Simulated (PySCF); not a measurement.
# [Dy(NH2)4]−: other functionals and bases at one geometry

Aim: see how levels, charges and forces of [Dy(NH2)4]− depend on the level of theory. The species was built from a template and needn't be a known compound.

The runs use PySCF 2.14.0; several levels, as the steps say, no spin–orbit coupling.

1 further run of the same task is left out (for a known fault of the program).

**1. The starting structure**

13 atoms, charge -1, spin multiplicity 1.

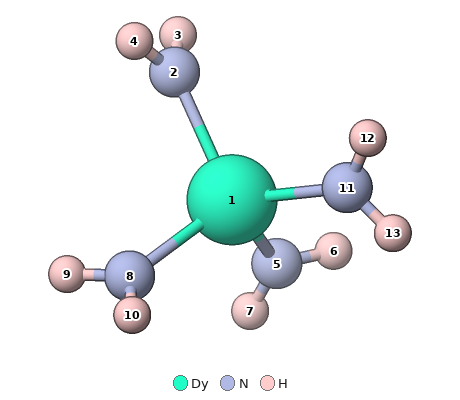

The structure; dysprosium teal, nitrogen light blue, hydrogen pink; atoms are numbered from 1 in the order of the file.

As a file:

```xyz
13
charge -1, multiplicity 1
Dy    0.0000    0.0000    0.0000
N     1.3564    1.2110    1.3303
H     1.3042    1.4022    2.3308
H     2.2244    1.6461    1.0129
N    -1.3565   -1.3303    1.2110
H    -2.2241   -1.0128    1.6464
H    -1.3045   -2.3307    1.4021
N     1.3564   -1.2110   -1.3303
H     2.2244   -1.6461   -1.0129
H     1.3042   -1.4022   -2.3308
N    -1.3565    1.3303   -1.2110
H    -1.3045    2.3307   -1.4021
H    -2.2241    1.0128   -1.6464
```

Formal oxidation states: Dy +3. Each metal's 9 4f electrons lie in its core potential, so multiplicities, spins and levels count the valence alone. An earlier session relaxed this geometry at PBE0, Dy lcecp-1-SVP with ECP55, N def2-SVP, H def2-SVP (singlet, point group S4).

At PBE0 on the finer grid: E = -260.610492 Eh, HOMO -1.13 eV, LUMO 4.02 eV, Mulliken charge on Dy1 +0.62 e, largest force component 0.009 eV/Å. 

Levels to run: revPBE; BLYP; PBE0, TZVP. Hardware: 2 threads of Arm Neoverse V1, shared host.

**2. revPBE**

Input file run.py (the lines that set the calculation):

```python
mol = gto.M(atom='''
Dy    -0.00002     0.00000     0.00000
N      1.35642     1.21099     1.33028
H      1.30420     1.40224     2.33075
H      2.22438     1.64605     1.01286
N     -1.35646    -1.33030     1.21097
H     -2.22406    -1.01278     1.64636
H     -1.30446    -2.33066     1.40210
N      1.35642    -1.21099    -1.33028
H      2.22438    -1.64605    -1.01286
H      1.30420    -1.40224    -2.33075
N     -1.35646     1.33030    -1.21097
H     -1.30446     2.33066    -1.40210
H     -2.22406     1.01278    -1.64636''',
    basis={'Dy': 'lcecp-1-SVP', 'N': 'def2-SVP', 'H': 'def2-SVP'},
    ecp={'Dy': 'lcecp-1-SVP'},
    charge=-1, spin=0)
mf = dft.RKS(mol, xc='PBE_R,PBE')
mf.grids.atom_grid = (75, 302)  # f atoms: unpruned, at least (60, 302)
mf = mf.density_fit()  # fitting sets: Dy AutoAux, N def2-universal-JKFIT, H def2-universal-JKFIT
mf.conv_tol = 1e-08; mf.max_cycle = 55
mf.kernel(dm0)  # dm0: the density of the relaxed state
```

Run with:

```sh
$ OMP_NUM_THREADS=2 python run.py
```

What it wrote:

```text
init E= -260.839855058436
  HOMO = 0.0158460693937587  LUMO = 0.129254879947514  gap/eV = 3.08601
cycle= 1 E= -260.842227562899  delta_E= -0.00237  |g|= 0.0572  |ddm|= 0.283
  HOMO = 0.00601080762282849  LUMO = 0.12737879113976  gap/eV = 3.30259
cycle= 2 E= -260.839326826853  delta_E= 0.0029  |g|= 0.123  |ddm|= 0.184
  HOMO = 0.0123647331490284  LUMO = 0.128115219490294  gap/eV = 3.14973
cycle= 3 E= -260.843129605864  delta_E= -0.0038  |g|= 0.00904  |ddm|= 0.113
  HOMO = 0.011545872124324  LUMO = 0.127815701002897  gap/eV = 3.16386
cycle= 4 E= -260.843155889291  delta_E= -2.63e-05  |g|= 0.00174  |ddm|= 0.0206
  HOMO = 0.01170889782896  LUMO = 0.127886913884986  gap/eV = 3.16136
cycle= 5 E= -260.843156732066  delta_E= -8.43e-07  |g|= 0.000189  |ddm|= 0.00254
  HOMO = 0.0117320166101079  LUMO = 0.127894906684691  gap/eV = 3.16095
cycle= 6 E= -260.843156741071  delta_E= -9.01e-09  |g|= 1.36e-05  |ddm|= 0.000234
  HOMO = 0.011730365263678  LUMO = 0.127893536990889  gap/eV = 3.16096
Extra cycle  E= -260.843156741036  delta_E= 3.5e-11  |g|= 1.88e-05  |ddm|= 5.25e-05
converged SCF energy = -260.843156741036
```

Run time: 9.9 s. Hardware: 2 threads of Arm Neoverse V1, shared host.

Read off: E = -260.843157 Eh, HOMO 0.32 eV, LUMO 3.48 eV, Mulliken charge on Dy1 +0.43 e, largest force component 0.424 eV/Å. The highest filled level lies above zero; it isn't the detachment energy.

**3. BLYP**

Edit run.py (the lines that set the calculation) of step 2 so:

```diff
@@ -17,3 +17,3 @@
     charge=-1, spin=0)
-mf = dft.RKS(mol, xc='PBE_R,PBE')
+mf = dft.RKS(mol, xc='BLYP')
 mf.grids.atom_grid = (75, 302)  # f atoms: unpruned, at least (60, 302)
```

Run with:

```sh
$ OMP_NUM_THREADS=2 python run.py
```

What it wrote:

```text
init E= -260.754929048764
  HOMO = 0.0186325414660581  LUMO = 0.128567840277642  gap/eV = 2.99149
cycle= 1 E= -260.762420140582  delta_E= -0.00749  |g|= 0.0301  |ddm|= 0.436
  HOMO = 0.014796282951218  LUMO = 0.12627198887076  gap/eV = 3.03341
cycle= 2 E= -260.762384188322  delta_E= 3.6e-05  |g|= 0.0298  |ddm|= 0.109
  HOMO = 0.0141648235975125  LUMO = 0.12571867365703  gap/eV = 3.03553
cycle= 3 E= -260.762678773933  delta_E= -0.000295  |g|= 0.00873  |ddm|= 0.0622
  HOMO = 0.0137060203339202  LUMO = 0.125751619624332  gap/eV = 3.04892
cycle= 4 E= -260.762692570168  delta_E= -1.38e-05  |g|= 0.00493  |ddm|= 0.0113
  HOMO = 0.0141723449009023  LUMO = 0.125903902013782  gap/eV = 3.04037
cycle= 5 E= -260.762698383324  delta_E= -5.81e-06  |g|= 0.000181  |ddm|= 0.00554
  HOMO = 0.0141740809525502  LUMO = 0.12590209960654  gap/eV = 3.04027
cycle= 6 E= -260.762698394851  delta_E= -1.15e-08  |g|= 2.75e-05  |ddm|= 0.000256
  HOMO = 0.0141760892269183  LUMO = 0.125901961918387  gap/eV = 3.04022
cycle= 7 E= -260.762698394948  delta_E= -9.68e-11  |g|= 1.89e-05  |ddm|= 4.16e-05
  HOMO = 0.0141726498477065  LUMO = 0.125901909261591  gap/eV = 3.04031
Extra cycle  E= -260.762698394498  delta_E= 4.49e-10  |g|= 4.73e-05  |ddm|= 6.04e-05
converged SCF energy = -260.762698394498
```

Run time: 10 s. Hardware: 2 threads of Arm Neoverse V1, shared host.

Result: E = -260.762698 Eh, HOMO 0.39 eV, LUMO 3.43 eV, Mulliken charge on Dy1 +0.32 e, largest force component 0.462 eV/Å. The highest filled level lies above zero; it isn't the detachment energy.

**4. PBE0, TZVP**

Basis: Dy lcecp-1-TZVP with ECP55, N def2-TZVP, H def2-TZVP. 

Edit run.py (the lines that set the calculation) of step 3 so:

```diff
@@ -14,6 +14,6 @@
 H     -2.22406     1.01278    -1.64636''',
-    basis={'Dy': 'lcecp-1-SVP', 'N': 'def2-SVP', 'H': 'def2-SVP'},
-    ecp={'Dy': 'lcecp-1-SVP'},
+    basis={'Dy': 'lcecp-1-TZVP', 'N': 'def2-TZVP', 'H': 'def2-TZVP'},
+    ecp={'Dy': 'lcecp-1-TZVP'},
     charge=-1, spin=0)
-mf = dft.RKS(mol, xc='BLYP')
+mf = dft.RKS(mol, xc='PBE0')
 mf.grids.atom_grid = (75, 302)  # f atoms: unpruned, at least (60, 302)
@@ -21,2 +21,2 @@
 mf.conv_tol = 1e-08; mf.max_cycle = 55
-mf.kernel(dm0)  # dm0: the density of the relaxed state
+mf.kernel(dm0)  # dm0: free metal ions and neutral atoms
```

Run with:

```sh
$ OMP_NUM_THREADS=2 python run.py
```

What it wrote:

```text
init E= -266.973104046199
  HOMO = -0.0126481116449263  LUMO = 0.115939522759341  gap/eV = 3.49905
cycle= 1 E= -260.644120886368  delta_E= 6.33  |g|=  1.2  |ddm|= 2.82
  HOMO = -0.135023228876395  LUMO = 0.132530999816487  gap/eV = 7.28052
cycle= 2 E= -260.475604980232  delta_E= 0.169  |g|=  1.4  |ddm|= 1.42
  HOMO = -0.0282376086754745  LUMO = 0.144924468747663  gap/eV = 4.71198
cycle= 3 E= -260.868320602174  delta_E= -0.393  |g|= 0.239  |ddm|= 0.945
  HOMO = -0.0578529595060665  LUMO = 0.136176411859649  gap/eV = 5.27981
cycle= 4 E= -260.88015968062  delta_E= -0.0118  |g|= 0.0639  |ddm|= 0.296
  HOMO = -0.0528994570358012  LUMO = 0.138678897118552  gap/eV = 5.21311
cycle= 5 E= -260.881387837706  delta_E= -0.00123  |g|= 0.00636  |ddm|= 0.0938
  HOMO = -0.0527106828937249  LUMO = 0.138762802868843  gap/eV = 5.21026
cycle= 6 E= -260.881398345292  delta_E= -1.05e-05  |g|= 0.000713  |ddm|= 0.00844
  HOMO = -0.0526766895031081  LUMO = 0.138793247057807  gap/eV = 5.21016
cycle= 7 E= -260.881398478585  delta_E= -1.33e-07  |g|= 0.000155  |ddm|= 0.001
  HOMO = -0.0526806620358451  LUMO = 0.138790390355352  gap/eV = 5.21019
cycle= 8 E= -260.881398485046  delta_E= -6.46e-09  |g|= 0.000101  |ddm|= 0.000261
  HOMO = -0.0526891335143683  LUMO = 0.138790511184739  gap/eV = 5.21043
cycle= 9 E= -260.881398487119  delta_E= -2.07e-09  |g|= 3.11e-05  |ddm|= 8.3e-05
  HOMO = -0.0526814251062039  LUMO = 0.13879124882078  gap/eV = 5.21024
Extra cycle  E= -260.881398486812  delta_E= 3.07e-10  |g|= 4.94e-05  |ddm|= 5.27e-05
converged SCF energy = -260.881398486812
```

Wall time 45 s (2 threads of Arm Neoverse V1, shared host).

Read off: E = -260.881398 Eh, HOMO -1.43 eV, LUMO 3.78 eV, Mulliken charge on Dy1 +1.44 e, largest force component 0.323 eV/Å. 

**5. All levels side by side**

| level | state | HOMO (eV) | gap (eV) | charge on Dy1 (e) | dipole (D) | largest force (eV/Å) | basis functions | time |
| --- | --- | --- | --- | --- | --- | --- | --- | --- |
| PBE0 (relaxed here) | singlet | -1.13 | 5.15 | 0.62 | 0.00 | 0.01 | 129 | 40 s |
| revPBE | singlet | 0.32 | 3.16 | 0.43 | 0.00 | 0.42 | 129 | 9.9 s |
| BLYP | singlet | 0.39 | 3.04 | 0.32 | 0.00 | 0.46 | 129 | 10 s |
| PBE0, TZVP | singlet | -1.43 | 5.21 | 1.44 | 0.00 | 0.32 | 219 | 45 s |

Times are on 2 threads of Arm Neoverse V1, shared host; the first row also made further properties. The dipole of a charged species depends on the origin, so these sizes hold for this origin alone.

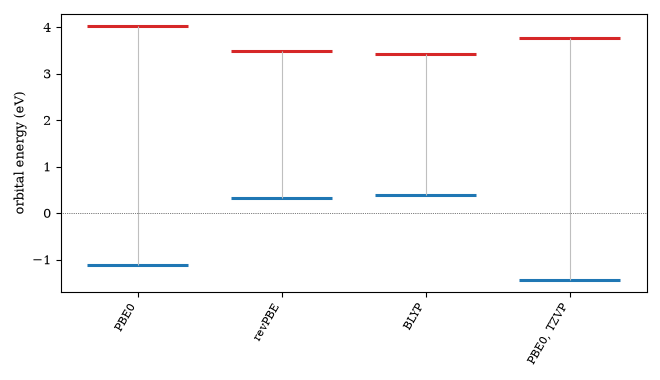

Highest filled and lowest empty level, method by method.

In one basis the HOMO–LUMO gap runs from 3.04 eV (BLYP) to 5.15 eV (PBE0). The largest leftover force, 0.46 eV/Å with BLYP, stands at a geometry relaxed at another level. The Mulliken charge on Dy spans +0.32 to +1.44 e over the levels. With 4f in the core, its levels are missing from HOMO and gap. Total energies of different levels can't be compared. Spin–orbit coupling is left out throughout.
